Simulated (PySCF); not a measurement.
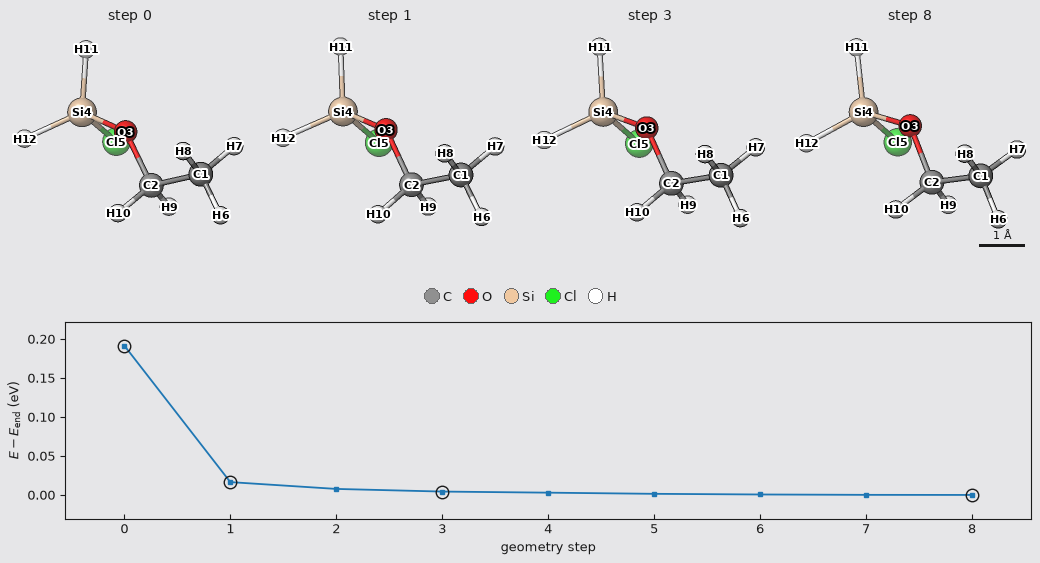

Frames of a relaxation of C$_{2}$H$_{7}$ClOSi, marked on the history of the run. The picture is a ball-and-stick view, seen from a free direction.

The start comes from GFN2-xTB. Its atoms were then displaced at random by about 0.01 Å.

All numbers below come from PBE0-D3(BJ)/def2-SVP geometry optimisation, gas phase in PySCF 2.14.0, density-fitted response routines. 

Question: Describe the path.

Answer: The atom that moves furthest after the best rigid fit is H11 (0.28 Å). By element the largest moves are H 0.28 Å, O 0.17 Å, C 0.07 Å, Si 0.05 Å, Cl 0.04 Å. Near-neighbour distances that change, for instance: Si4–Cl5 2.013 → 2.073 Å, Si4–H12 1.442 → 1.490 Å, Si4–H11 1.442 → 1.481 Å, C2–H10 1.084 → 1.107 Å. Bond angles that change, for instance: O3–Si4–H11 98.9° → 106.9°, C2–O3–Si4 132.3° → 125.1°, H11–Si4–H12 117.6° → 112.6°. After 8 geometry steps the energy has fallen by 0.191 eV. From step 0 to 1: H11 moves most (0.21 Å), energy −0.175 eV. From step 1 to 3: H12 moves most (0.06 Å), energy −0.012 eV. From step 3 to 8: H12 moves most (0.11 Å), energy −0.004 eV.

```tsv
step	E − E(0), eV
0	0.0000
1	-0.1750
2	-0.1838
3	-0.1871
4	-0.1885
5	-0.1900
6	-0.1909
7	-0.1914
8	-0.1915
```
